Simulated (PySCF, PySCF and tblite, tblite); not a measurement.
# C5H11B: a path driven as ring inversion, and NMR exchange, part 1 of 2

Aim: the barrier and rate of ring inversion in C5H11B (`B1CCCCC1`), and what it does to NMR lines.

Computed with tblite 0.8.0 (tight binding) and PySCF 2.14.0 (DFT, with response routines of our own); each step states its level. Atoms count from 0 throughout.

## (1) The molecule as given

17 atoms, charge 0, multiplicity 1; geometry from: force field or distance geometry start.

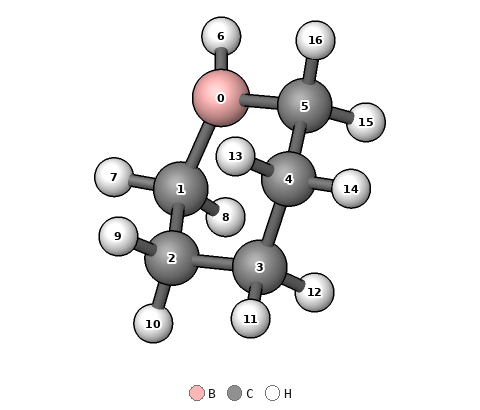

The starting geometry (boron pink, carbon grey, hydrogen white), atoms numbered.

## (2) GFN2-xTB relaxation, start minimum

Job settings and geometry (Å):

```
{"job": {"xc": "GFN2-xTB", "basis": "xTB", "kind": "relax"}, "charge": 0, "multiplicity": 1}
B      0.198500     1.574800    -0.122600
C      1.417400     0.643300     0.250300
C      1.211200    -0.793600    -0.254100
C     -0.168000    -1.345500     0.153100
C     -1.315400    -0.499200    -0.396700
C     -1.264800     0.949900     0.101100
H      0.313300     2.738000     0.077800
H      2.358100     1.061500    -0.176100
H      1.534500     0.620400     1.366900
H      1.280900    -0.803700    -1.362500
H      1.999900    -1.448100     0.144200
H     -0.269200    -2.393800    -0.222000
H     -0.241500    -1.390000     1.281000
H     -1.266000    -0.506300    -1.518600
H     -2.288100    -0.939300    -0.102100
H     -1.496400     0.976200     1.201700
H     -2.011400     1.567400    -0.431500
```

Command:

```
OMP_NUM_THREADS=1 python ens_run.py task.json out
```

One launch serves the whole session.

The log of the run:

```text
step      E/eV     max force
  0    -477.04097    2.254
  1    -477.18840    1.705
  2    -477.32460    0.723
  3    -477.35058    0.322
  4    -477.35768    0.163
  5    -477.36104    0.138
  6    -477.36552    0.124
  7    -477.36733    0.105
  8    -477.36867    0.095
  9    -477.36978    0.094
 10    -477.37085    0.086
 11    -477.37163    0.078
 12    -477.37234    0.064
 13    -477.37326    0.111
 14    -477.37440    0.120
 15    -477.37538    0.069
 16    -477.37596    0.051
 17    -477.37635    0.049
 18    -477.37677    0.065
 19    -477.37720    0.050
 20    -477.37753    0.042
 21    -477.37773    0.043
 22    -477.37791    0.046
 23    -477.37814    0.048
 24    -477.37841    0.047
 25    -477.37869    0.052
 26    -477.37900    0.045
 27    -477.37939    0.066
 28    -477.37988    0.070
 29    -477.38036    0.054
 30    -477.38066    0.036
 31    -477.38083    0.036
 32    -477.38100    0.032
 33    -477.38121    0.039
 34    -477.38143    0.038
 35    -477.38160    0.030
 36    -477.38173    0.032
 37    -477.38189    0.033
 38    -477.38208    0.037
 39    -477.38228    0.035
 40    -477.38246    0.034
 41    -477.38261    0.037
 42    -477.38279    0.032
 43    -477.38297    0.033
 44    -477.38310    0.025
 45    -477.38317    0.026
 46    -477.38323    0.023
 47    -477.38329    0.025
 48    -477.38337    0.025
 49    -477.38345    0.025
 50    -477.38351    0.025
 51    -477.38356    0.022
 52    -477.38361    0.017
 53    -477.38365    0.016
 54    -477.38369    0.013
 55    -477.38372    0.013
 56    -477.38374    0.016
 57    -477.38376    0.010
 58    -477.38377    0.006
 59    -477.38377    0.004
 60    -477.38377    0.005
 61    -477.38378    0.004
 62    -477.38378    0.002
```

Wall time 0.29 s (1 thread of Intel Xeon Platinum 8488C, shared host).

Gain 0.343 eV; displacement 0.11 Å root mean square.

## (3) Relaxed scan, ring torsion 4 driven

Job settings and geometry (Å):

```
{"job": {"xc": "GFN2-xTB", "basis": "xTB", "coordinate": [["t", [3, 4, 5, 0], 1.0]], "kind": "drive"}, "charge": 0, "multiplicity": 1}
B      0.176973     1.581162     0.130803
C      1.426990     0.632183     0.221701
C      1.188185    -0.799927    -0.269337
C     -0.167093    -1.327811     0.192876
C     -1.302881    -0.508378    -0.413418
C     -1.259816     0.946669     0.066083
H      0.307929     2.743558     0.219086
H      2.312844     1.042776    -0.268850
H      1.685422     0.594764     1.287668
H      1.217020    -0.813533    -1.361663
H      1.983464    -1.459942     0.087449
H     -0.272504    -2.374386    -0.103494
H     -0.224729    -1.281040     1.283008
H     -1.209845    -0.529524    -1.502007
H     -2.264061    -0.962542    -0.158091
H     -1.639634     0.984207     1.095036
H     -1.965261     1.543794    -0.516759
```

The log of the run:

```text
point  coordinate     E/eV
  0     28.000     -477.36080
  1     14.200     -477.31227
  2      0.200     -477.27959
  3    -13.700     -477.26396
  4    -27.400     -477.25105
  5    -41.000     -477.22835
```

Wall time 0.96 s (1 thread of Intel Xeon Platinum 8488C, shared host).

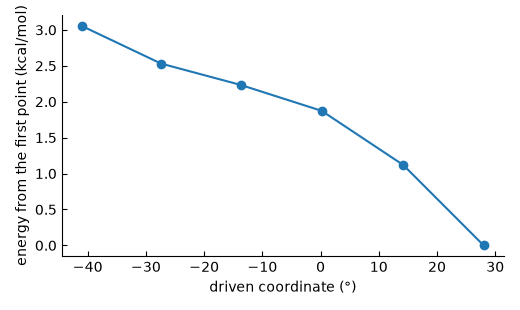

Energy along the scan.

## (4) Relaxed scan, ring torsion 3 driven

Job settings and geometry (Å):

```
{"job": {"xc": "GFN2-xTB", "basis": "xTB", "coordinate": [["t", [2, 3, 4, 5], 1.0]], "kind": "drive"}, "charge": 0, "multiplicity": 1}
B      0.183563     1.581942     0.130967
C      1.429624     0.626833     0.211811
C      1.180970    -0.803261    -0.280043
C     -0.173854    -1.325354     0.189982
C     -1.309480    -0.499700    -0.407967
C     -1.256612     0.954127     0.074233
H      0.320850     2.743629     0.220010
H      2.313813     1.034349    -0.284199
H      1.695338     0.586349     1.275844
H      1.202958    -0.815266    -1.372552
H      1.975497    -1.467345     0.070727
H     -0.285906    -2.370983    -0.106999
H     -0.224662    -1.279859     1.280463
H     -1.222584    -0.519206    -1.497046
H     -2.271324    -0.949845    -0.147899
H     -1.629541     0.991055     1.105723
H     -1.963228     1.555548    -0.502717
```

The log of the run:

```text
point  coordinate     E/eV
  0    -50.200     -477.34007
  1    -36.400     -477.23905
  2    -21.300     -477.24601
  3     -7.200     -477.23078
  4      7.000     -477.22579
  5     21.200     -477.23088
  6     35.300     -477.23081
  7     49.400     -477.22615
  8     63.900     -477.25028
```

Wall time 1.9 s (1 thread of Intel Xeon Platinum 8488C, shared host).

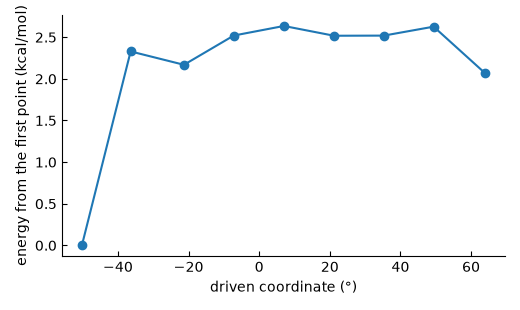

Energy along the scan.

## (5) Nudged elastic band, leg 1

Job settings and geometry (Å):

```
{"job": {"xc": "GFN2-xTB", "basis": "xTB", "kind": "neb"}, "charge": 0, "multiplicity": 1}
B      0.176973     1.581162     0.130803
C      1.426990     0.632183     0.221701
C      1.188185    -0.799927    -0.269337
C     -0.167093    -1.327811     0.192876
C     -1.302881    -0.508378    -0.413418
C     -1.259816     0.946669     0.066083
H      0.307929     2.743558     0.219086
H      2.312844     1.042776    -0.268850
H      1.685422     0.594764     1.287668
H      1.217020    -0.813533    -1.361663
H      1.983464    -1.459942     0.087449
H     -0.272504    -2.374386    -0.103494
H     -0.224729    -1.281040     1.283008
H     -1.209845    -0.529524    -1.502007
H     -2.264061    -0.962542    -0.158091
H     -1.639634     0.984207     1.095036
H     -1.965261     1.543794    -0.516759
```

The log of the run:

```text
image   E - E0 / eV
  0       0.0000
  1       0.0910
  2       0.1209
  3       0.1602
  4       0.1663
  5       0.1279
  6       0.0000
```

Run time: 3.5 s. Hardware: 1 thread of Intel Xeon Platinum 8488C, shared host.

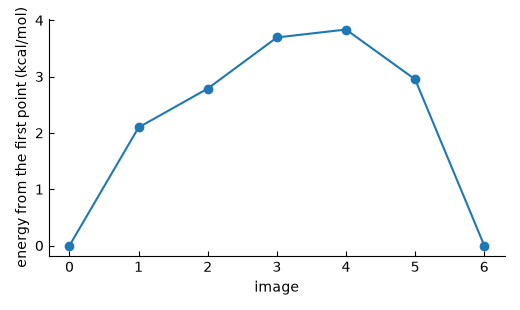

Energy along the band.

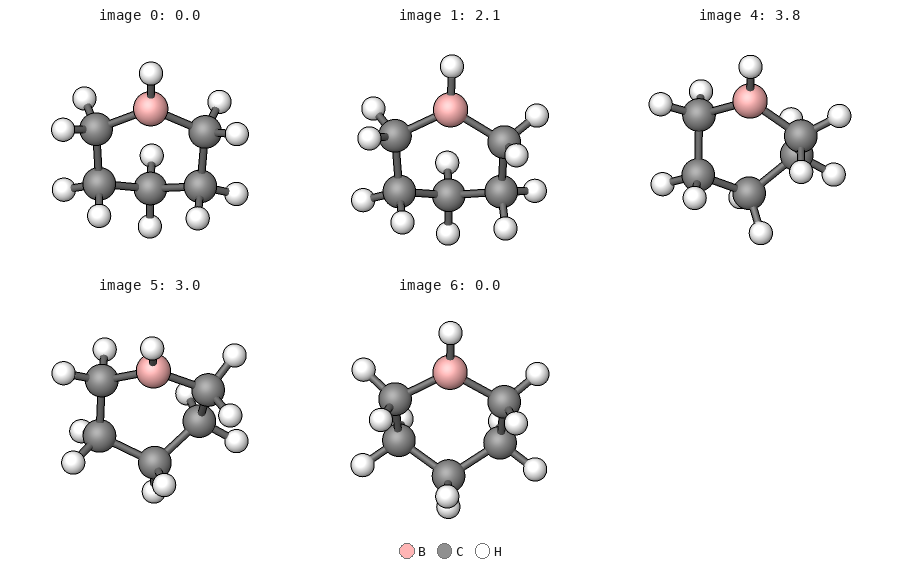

Images along the band, with energies in kcal/mol.

## (6) Saddle search, leg 1

Job settings and geometry (Å):

```
{"job": {"xc": "GFN2-xTB", "basis": "xTB", "kind": "saddle"}, "charge": 0, "multiplicity": 1}
B      0.111393     1.622011     0.142394
C      1.266687     0.632289     0.546236
C      1.226329    -0.639128    -0.314692
C     -0.120771    -1.381815    -0.235294
C     -1.262766    -0.499703     0.274693
C     -1.190644     0.895286    -0.356975
H      0.203106     2.786148     0.232441
H      2.267918     1.065447     0.500488
H      1.116713     0.345949     1.593112
H      1.415674    -0.343212    -1.349090
H      2.032224    -1.316728    -0.024405
H     -0.378641    -1.750867    -1.231185
H     -0.030072    -2.253871     0.416202
H     -2.218087    -0.984149     0.059608
H     -1.189727    -0.395580     1.360045
H     -2.113542     1.447254    -0.169403
H     -1.135795     0.770668    -1.444176
```

The log of the run:

```text
step      E/eV     max force
  0    -477.21745   0.0501
  1    -477.22933   0.0865
  2    -477.23013   0.0709
  3    -477.22960   0.0289
  4    -477.22891   0.0395
  5    -477.22703   0.1056
  6    -477.22855   0.0124
  7    -477.22803   0.0316
  8    -477.22835   0.0042
lowest wavenumbers (cm-1): -55.4 158.7 249.4 381.7 438.5 520.4
```

Run time: 2.3 s. Hardware: 1 thread of Intel Xeon Platinum 8488C, shared host; peak memory 0.2 GiB.

Point group C1; 1 imaginary mode, 55i cm⁻¹, carried by C2, C3, H12, H11. It was not shown to link both ends.

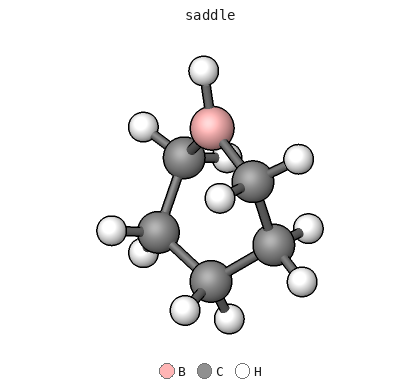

The saddle point.

## (7) Saddle search, leg 1

Job settings and geometry (Å):

```
{"job": {"xc": "GFN2-xTB", "basis": "xTB", "kind": "saddle"}, "charge": 0, "multiplicity": 1}
B      0.141087     1.573762     0.356124
C      1.365963     0.596155     0.438768
C      1.150870    -0.651834    -0.417961
C     -0.127455    -1.392425    -0.017633
C     -1.365434    -0.482466     0.110063
C     -1.123228     0.965362    -0.352212
H      0.183432     2.654891     0.803913
H      2.302267     1.084219     0.156223
H      1.508365     0.291877     1.480695
H      1.089064    -0.355206    -1.467073
H      1.996535    -1.337921    -0.327005
H     -0.317323    -2.176345    -0.754222
H      0.050326    -1.887733     0.939906
H     -2.195154    -0.910149    -0.457479
H     -1.682594    -0.450626     1.154287
H     -2.044397     1.533679    -0.216465
H     -0.932324     0.944758    -1.429928
```

The log of the run:

```text
step      E/eV     max force
  0    -477.22579   0.0289
  1    -477.22784   0.0599
  2    -477.22714   0.0218
  3    -477.22794   0.0258
  4    -477.22796   0.0098
  5    -477.22797   0.0014
lowest wavenumbers (cm-1): -69.3 157.3 255.3 383.0 439.4 521.8
```

Wall time 1.5 s (1 thread of Intel Xeon Platinum 8488C, shared host); peak memory 0.2 GiB.

Point group C1; 1 imaginary mode, 69i cm⁻¹, carried by C4, C3, H14, H13. It was not shown to link both ends.

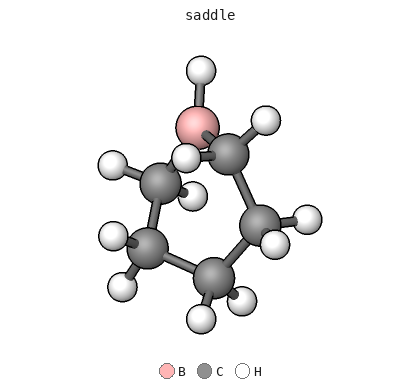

The saddle point.

## (8) Shieldings, start: B3LYP/pcSseg-1 in benzene

Job settings and geometry (Å):

```
{"job": {"kind": "nmr", "xc": "B3LYP", "basis": "pcSseg-1", "solvent": "benzene", "pop": false}, "charge": 0, "multiplicity": 1}
B      0.176973     1.581162     0.130803
C      1.426990     0.632183     0.221701
C      1.188185    -0.799927    -0.269337
C     -0.167093    -1.327811     0.192876
C     -1.302881    -0.508378    -0.413418
C     -1.259816     0.946669     0.066083
H      0.307929     2.743558     0.219086
H      2.312844     1.042776    -0.268850
H      1.685422     0.594764     1.287668
H      1.217020    -0.813533    -1.361663
H      1.983464    -1.459942     0.087449
H     -0.272504    -2.374386    -0.103494
H     -0.224729    -1.281040     1.283008
H     -1.209845    -0.529524    -1.502007
H     -2.264061    -0.962542    -0.158091
H     -1.639634     0.984207     1.095036
H     -1.965261     1.543794    -0.516759
```

The log of the run:

```text
coarse grid: 13336 points
cycle   1  E = -221.8660154233  dE =  4.778e-01  |g| = 5.130e-01  |ddm| = 3.505e+00
cycle   2  E = -221.8260169104  dE =  4.000e-02  |g| = 6.522e-01  |ddm| = 1.061e+00
cycle   3  E = -221.9385477465  dE = -1.125e-01  |g| = 4.713e-02  |ddm| = 6.452e-01
cycle   4  E = -221.9390233149  dE = -4.756e-04  |g| = 1.167e-02  |ddm| = 5.660e-02
cycle   5  E = -221.9390460803  dE = -2.277e-05  |g| = 6.424e-03  |ddm| = 1.311e-02
cycle   6  E = -221.9390560029  dE = -9.923e-06  |g| = 3.760e-04  |ddm| = 4.980e-03
final grid: 126344 points
cycle   7  E = -221.9860398816  dE = -4.762e-05  |g| = 7.002e-03  |ddm| = 2.847e-02
cycle   8  E = -221.9860310971  dE =  8.785e-06  |g| = 9.145e-03  |ddm| = 1.361e-02
cycle   9  E = -221.9860525117  dE = -2.141e-05  |g| = 3.343e-04  |ddm| = 7.923e-03
cycle  10  E = -221.9860525344  dE = -2.267e-08  |g| = 1.089e-04  |ddm| = 4.418e-04
cycle  11  E = -221.9860525367  dE = -2.287e-09  |g| = 4.564e-05  |ddm| = 1.070e-04
cycle  12  E = -221.9860525371  dE = -4.968e-10  |g| = 4.620e-06  |ddm| = 3.751e-05
converged SCF energy = -221.9860525371

GIAO shielding tensors (ppm)
atom      isotropic    diamagn.    paramagn.     s11        s22        s33       span
  0 B        6.840     188.598    -181.759    -77.600    -21.767    119.886    197.486
  1 C      150.541     249.383     -98.842    126.540    149.385    175.700     49.160
  2 C      152.141     246.078     -93.936    140.813    151.292    164.319     23.506
  3 C      148.903     246.991     -98.088    143.468    150.355    152.887      9.419
  4 C      152.150     246.077     -93.927    140.814    151.298    164.338     23.524
  5 C      150.543     249.382     -98.839    126.532    149.383    175.714     49.182
  6 H       23.963      29.674      -5.711     18.494     26.317     27.076      8.582
  7 H       29.744      29.421       0.323     25.063     28.548     35.622     10.559
  8 H       30.809      30.038       0.771     26.439     29.459     36.528     10.089
  9 H       30.382      31.259      -0.877     26.675     29.208     35.264      8.589
 10 H       29.830      29.971      -0.142     24.964     28.605     35.920     10.956
 11 H       29.910      30.196      -0.286     25.309     28.507     35.915     10.606
 12 H       30.505      31.927      -1.422     26.955     29.466     35.095      8.140
 13 H       30.383      31.259      -0.876     26.675     29.209     35.265      8.590
 14 H       29.830      29.970      -0.140     24.965     28.605     35.921     10.957
 15 H       30.809      30.037       0.773     26.439     29.459     36.529     10.090
 16 H       29.745      29.421       0.324     25.064     28.548     35.623     10.559
```

Wall time 18 s (1 thread of Intel Xeon Platinum 8488C, shared host); peak memory 0.79 GiB.

This run: HOMO -7.63 eV, LUMO -0.92 eV; dipole 0.42 D.

## (9) Shieldings, saddle of leg 1: B3LYP/pcSseg-1 in benzene

Job settings and geometry (Å):

```
{"job": {"kind": "nmr", "xc": "B3LYP", "basis": "pcSseg-1", "solvent": "benzene", "pop": false}, "charge": 0, "multiplicity": 1}
B      0.124751     1.619254     0.065255
C      1.270457     0.652355     0.538278
C      1.258829    -0.664855    -0.254965
C     -0.111603    -1.370619    -0.283483
C     -1.264572    -0.523098     0.259951
C     -1.227983     0.903985    -0.290470
H      0.257222     2.780432    -0.014938
H      2.273441     1.081035     0.488544
H      1.095657     0.418732     1.594086
H      1.565232    -0.434941    -1.277886
H      2.009223    -1.344226     0.155903
H     -0.341775    -1.651660    -1.313752
H     -0.064173    -2.295683     0.295469
H     -2.208609    -1.013090     0.007566
H     -1.202166    -0.479809     1.349616
H     -2.102856     1.456787     0.061298
H     -1.331074     0.865399    -1.380473
```

The log of the run:

```text
coarse grid: 13336 points
cycle   1  E = -221.8592809917  dE =  4.711e-01  |g| = 5.103e-01  |ddm| = 3.537e+00
cycle   2  E = -221.8192887009  dE =  3.999e-02  |g| = 6.502e-01  |ddm| = 1.049e+00
cycle   3  E = -221.9308316150  dE = -1.115e-01  |g| = 4.899e-02  |ddm| = 6.426e-01
cycle   4  E = -221.9313445379  dE = -5.129e-04  |g| = 1.211e-02  |ddm| = 5.911e-02
cycle   5  E = -221.9313691735  dE = -2.464e-05  |g| = 6.688e-03  |ddm| = 1.375e-02
cycle   6  E = -221.9313799591  dE = -1.079e-05  |g| = 3.392e-04  |ddm| = 5.174e-03
cycle   7  E = -221.9313799849  dE = -2.578e-08  |g| = 1.460e-04  |ddm| = 4.176e-04
final grid: 126344 points
cycle   8  E = -221.9790050103  dE = -5.138e-05  |g| = 7.297e-03  |ddm| = 3.152e-02
cycle   9  E = -221.9789953399  dE =  9.670e-06  |g| = 9.549e-03  |ddm| = 1.408e-02
cycle  10  E = -221.9790186871  dE = -2.335e-05  |g| = 4.002e-04  |ddm| = 8.281e-03
cycle  11  E = -221.9790187205  dE = -3.338e-08  |g| = 1.093e-04  |ddm| = 5.224e-04
cycle  12  E = -221.9790187228  dE = -2.283e-09  |g| = 4.730e-05  |ddm| = 1.071e-04
cycle  13  E = -221.9790187233  dE = -5.253e-10  |g| = 5.456e-06  |ddm| = 3.685e-05
converged SCF energy = -221.9790187233

GIAO shielding tensors (ppm)
atom      isotropic    diamagn.    paramagn.     s11        s22        s33       span
  0 B        3.057     189.528    -186.471    -80.884    -29.469    119.523    200.407
  1 C      157.317     248.916     -91.599    134.200    154.981    182.768     48.568
  2 C      164.047     245.923     -81.876    149.250    165.676    177.215     27.965
  3 C      156.704     245.947     -89.243    145.071    161.206    163.835     18.764
  4 C      158.868     246.395     -87.527    154.169    159.303    163.132      8.962
  5 C      151.651     250.115     -98.464    127.990    149.359    177.603     49.613
  6 H       23.541      29.786      -6.245     17.906     25.791     26.926      9.020
  7 H       29.999      29.580       0.419     25.514     28.401     36.080     10.566
  8 H       30.773      30.634       0.139     25.569     29.873     36.878     11.309
  9 H       30.522      30.974      -0.452     25.282     29.374     36.909     11.628
 10 H       29.807      29.903      -0.095     24.539     28.909     35.974     11.436
 11 H       30.161      30.820      -0.659     25.181     29.258     36.044     10.863
 12 H       29.845      30.253      -0.408     24.747     28.880     35.907     11.160
 13 H       30.066      29.954       0.112     25.276     28.649     36.273     10.997
 14 H       30.406      31.713      -1.308     26.693     28.481     36.043      9.350
 15 H       29.985      29.568       0.417     25.033     28.638     36.284     11.250
 16 H       30.927      30.456       0.471     26.189     29.753     36.838     10.649
```

Wall time 19 s (1 thread of Intel Xeon Platinum 8488C, shared host); peak memory 0.81 GiB.

In short: HOMO -7.67 eV, LUMO -0.95 eV; dipole 0.46 D.

## (10) Barriers, rates and exchange

Job settings and geometry (Å):

```
{"job": {"smiles": "B1CCCCC1", "charge": 0, "mult": 1, "motion": "ring", "what": "6-membered ring", "atoms": [0, 1, 2, 3, 4, 5], "ring": [0, 1, 2, 3, 4, 5], "study": "path", "level": {"kind": "nmr", "xc": "B3LYP", "basis": "pcSseg-1", "solvent": "benzene"}, "fields": [200, 300, 360], "first": 4, "seed": 644, "kind": "path"}, "charge": 0, "multiplicity": 1}
B      0.176973     1.581162     0.130803
C      1.426990     0.632183     0.221701
C      1.188185    -0.799927    -0.269337
C     -0.167093    -1.327811     0.192876
C     -1.302881    -0.508378    -0.413418
C     -1.259816     0.946669     0.066083
H      0.307929     2.743558     0.219086
H      2.312844     1.042776    -0.268850
H      1.685422     0.594764     1.287668
H      1.217020    -0.813533    -1.361663
H      1.983464    -1.459942     0.087449
H     -0.272504    -2.374386    -0.103494
H     -0.224729    -1.281040     1.283008
H     -1.209845    -0.529524    -1.502007
H     -2.264061    -0.962542    -0.158091
H     -1.639634     0.984207     1.095036
H     -1.965261     1.543794    -0.516759
```

The log of the run:

```text
stationary points (kcal/mol above the start)
  n  kind          group   xTB      DFT    lowest mode
  0  minimum      Cs       0.00     0.00     140.1
  1  saddle       C1       3.58     4.30     -55.4
  2  minimum      Cs       0.00     0.00     140.0

GFN2-xTB energies: T/K, barrier G, reaction G (kcal/mol), k forward, k back (1/s)
 150.00     3.61     0.00   6.87e+07    6.9e+07
 200.00     3.68     0.00   1.59e+09    1.6e+09
 250.00     3.76     0.00   1.07e+10   1.07e+10
 298.15     3.86     0.00   3.66e+10   3.66e+10
 350.00     3.99     0.00   9.47e+10   9.49e+10
 400.00     4.12     0.00   1.88e+11   1.88e+11
 500.00     4.41     0.00   4.93e+11   4.93e+11

B3LYP/pcSseg-1 + D3(BJ), IEF-PCM benzene energies: T/K, barrier G, reaction G (kcal/mol), k forward, k back (1/s)
 150.00     4.32     0.00   6.29e+06   6.32e+06
 200.00     4.39     0.00   2.66e+08   2.66e+08
 250.00     4.48     0.00   2.54e+09   2.54e+09
 298.15     4.58     0.00    1.1e+10    1.1e+10
 350.00     4.70     0.00    3.4e+10    3.4e+10
 400.00     4.83     0.00   7.68e+10   7.68e+10
 500.00     5.12     0.00   2.41e+11   2.41e+11
```

It took 52 s on 1 thread of Intel Xeon Platinum 8488C, shared host; peak memory 0.81 GiB. This counts the whole study up to here.

Barriers by level (kcal/mol; entropies in cal/(mol K)). Zero-point and thermal terms come from xTB in every row. ΔG‡ leaves symmetry out; the rate counts equivalent paths (a factor of 4); effective ΔG‡, where given, is the barrier that would give that rate by Eyring's equation alone:

```csv
level,ΔE‡,with zero-point,ΔH‡,ΔS‡,ΔG‡ (298 K),ΔE of reaction,k at 298 K (1/s),effective ΔG‡
GFN2-xTB,3.58,3.53,3.16,-2.4,3.86,0.00,3.7e+10,3.04
"B3LYP/pcSseg-1 + D3(BJ), IEF-PCM benzene",4.30,4.24,3.87,-2.4,4.58,0.00,1.1e+10,3.75
```

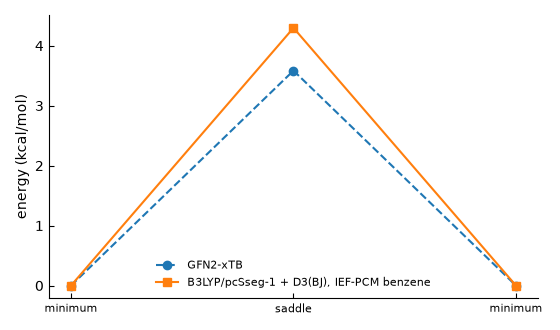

The xTB stationary points, at both levels.

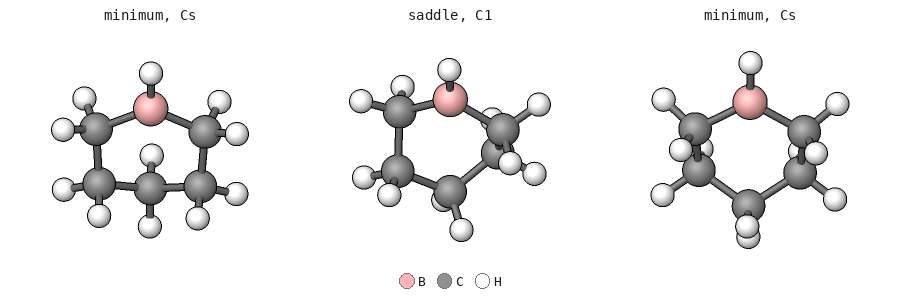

The stationary points in order.

Sites that the driver pairs across this motion, and where their lines would merge (no couplings; faster rotations or exchange between molecules can average them sooner):

```csv
nucleus,sites: shielding (ppm),proton frequency (MHz),spread (Hz),coalescence (K),lines at 298 K
1H,"H7, H16: 29.74; H8, H15: 30.81",200,213,91,1
1H,"H7, H16: 29.74; H8, H15: 30.81",300,319,93,1
1H,"H7, H16: 29.74; H8, H15: 30.81",360,383,94,1
1H,H11: 29.91; H12: 30.50,200,119,89,1
1H,H11: 29.91; H12: 30.50,300,178,91,1
1H,H11: 29.91; H12: 30.50,360,214,92,1
1H,"H9, H13: 30.38; H10, H14: 29.83",200,110,89,1
1H,"H9, H13: 30.38; H10, H14: 29.83",300,166,90,1
1H,"H9, H13: 30.38; H10, H14: 29.83",360,199,91,1
```

(Continued in part 2 of 2.)
